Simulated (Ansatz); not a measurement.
```xyz
8

Si   -0.9847   -1.0987    0.0590
Si    1.2506    1.6146    1.4125
Si    0.9505   -2.0832    0.9266
Si    1.2763   -0.0421   -0.3049
Si   -0.8197    1.1556    0.4191
H    -2.0424   -1.7163   -0.8176
H     2.1589    0.0281   -1.5168
H    -1.7894    2.1420   -0.1780
```

Geometry: PBE-D4/def2-SVP.

Method: RKS PBE0-D4/def2-TZVP (Ansatz).

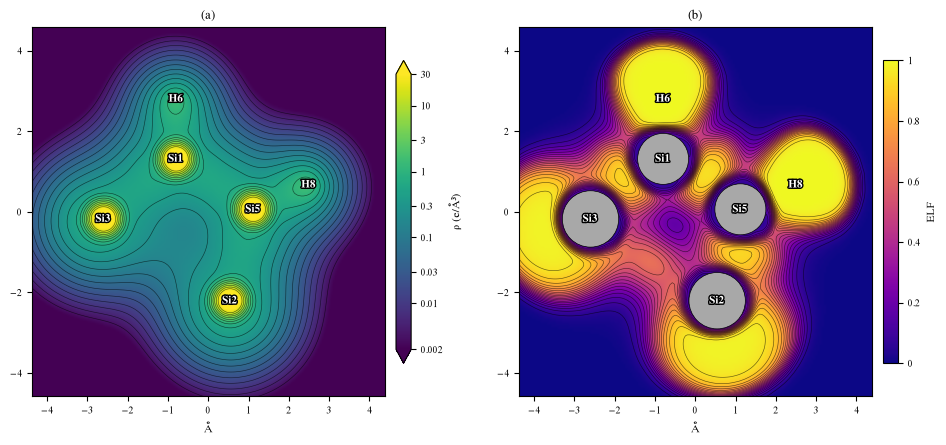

H₃Si₅ (charge +1). (a) electron density; (b) ELF on the plane of atoms Si3, Si1 and Si5. Grey discs cover the atomic cores in the ELF map.

### Read the bonding off the picture.

- The section cuts through Si and H sites.
- Si–Si (2.29 Å): ρ is about 0.61 e/Å³ halfway; the ELF peaks at about 0.95 between the atoms; localised, covalent bonding.
- Si–H (1.51 Å): the density is about 0.8 e/Å³ at the midpoint; the ELF climbs to about 1 towards the hydrogen, as it does in any bond to H.
- Si–Si (2.34 Å): ρ at the midpoint is about 0.57 e/Å³; the ELF peaks at about 0.90 between the atoms; a covalent bond.
- The ELF also peaks beside Si2 and Si3, away from the bonds: lone-pair regions.
